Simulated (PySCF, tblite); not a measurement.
**C₆H₁₀O₃Si: geometry, infrared bands and NMR shifts**

Aim: predict the infrared bands and NMR shifts of C₆H₁₀O₃Si (`CO[SiH2]CC(=C=O)C(C)=O`).

Programs: tblite 0.8.0 and PySCF 2.14.0, with density-fitted response routines of our own. Each step states its level of theory. These are calculated values for one molecule in the gas phase, unless marked as measured. Atoms count from 0, in the outputs and in this text.

## (1) The starting structure

20 atoms, charge 0, multiplicity 1; geometry from: force field or distance geometry start.

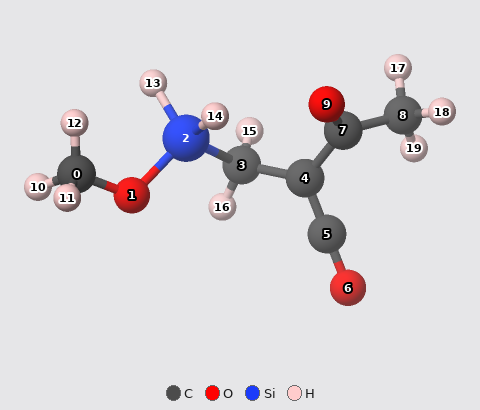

The starting geometry (carbon dark grey, oxygen red, silicon blue, hydrogen pink), atoms numbered.

## (2) Relaxing the molecule with GFN2-xTB

What the job is given:

```
{"job": {"kind": "relax", "xc": "GFN2-xTB", "basis": "xTB"}, "charge": 0, "multiplicity": 1}
C     -3.858400    -0.446100     0.005300
O     -2.585300    -0.958900    -0.046200
Si    -1.353900     0.230800    -0.172800
C      0.146200    -0.535900    -0.931500
C      1.281700    -0.683500     0.036600
C      1.733900    -1.879200     0.272000
O      2.162200    -3.026400     0.515500
C      1.912600     0.460700     0.701700
C      3.358700     0.690500     0.358700
O      1.281600     1.197300     1.512100
H     -4.462700    -0.863100    -0.838200
H     -4.344600    -0.784700     0.957500
H     -3.912300     0.662500    -0.049900
H     -1.836000     1.281200    -1.111900
H     -1.099000     0.932300     1.093000
H      0.556600     0.048500    -1.762200
H     -0.141100    -1.517000    -1.350600
H      3.404300     1.615400    -0.253600
H      3.955500     0.916700     1.272100
H      3.794900    -0.149900    -0.210700
```

Started as:

```
$ OMP_NUM_THREADS=1 python probes_run.py task.json out
```

One launch serves the whole session: the jobs run in the order shown.

**Question.** This job is followed by: GFN2-xTB harmonic vibrations, gas phase; GIAO PBE0/pcSseg-1 NMR shielding, non-relativistic, gas phase. Predict these results of the whole session: strongest single infrared mode (GFN2-xTB); zero-point energy (GFN2-xTB); ¹³C shifts against TMS (PBE0/pcSseg-1); ¹H shifts against TMS (PBE0/pcSseg-1, means over atoms taken as alike); ¹⁷O shifts against H2O (PBE0/pcSseg-1); ²⁹Si shifts against TMS (PBE0/pcSseg-1); surface potential, least and greatest.

**Answer**, as computed:

| quantity | value |
| --- | --- |
| strongest single infrared mode (GFN2-xTB) | 2239 cm⁻¹, 1639 km/mol |
| zero-point energy (GFN2-xTB) | 91.7 kcal/mol |
| ¹³C shifts against TMS (PBE0/pcSseg-1) | 203.6, 198.7, 53.2, 46.8, 30.3, 11.4 ppm |
| ¹H shifts against TMS (PBE0/pcSseg-1, means over atoms taken as alike) | 5.06, 3.73, 2.24, 1.80 ppm |
| ¹⁷O shifts against H2O (PBE0/pcSseg-1) | 566.1, 404.0, 26.8 ppm |
| ²⁹Si shifts against TMS (PBE0/pcSseg-1) | -32.7 ppm |
| surface potential, least and greatest | -1.42 V and 1.37 V |

In words: Relaxing lowered the energy by 1.378 eV in 168 steps; the close pair that moved most is C5–O6, from 1.249 to 1.160 Å. All 54 modes are real, so the xTB geometry is a minimum. The strongest single mode, at 2239 cm⁻¹, moves mainly C5. GFN2-xTB is a fitted tight-binding method: band positions and strengths are rough. Its intensities can rank the bands wrongly. At PBE0/pcSseg-1: Shielding is most anisotropic at O9 (span 1000 ppm, paramagnetic term -637 ppm). By nearest atom (PBE0/pcSseg-1), the HOMO sits on O1 27 %; C4 17 % and the LUMO on C5 48 %; O6 27 %.
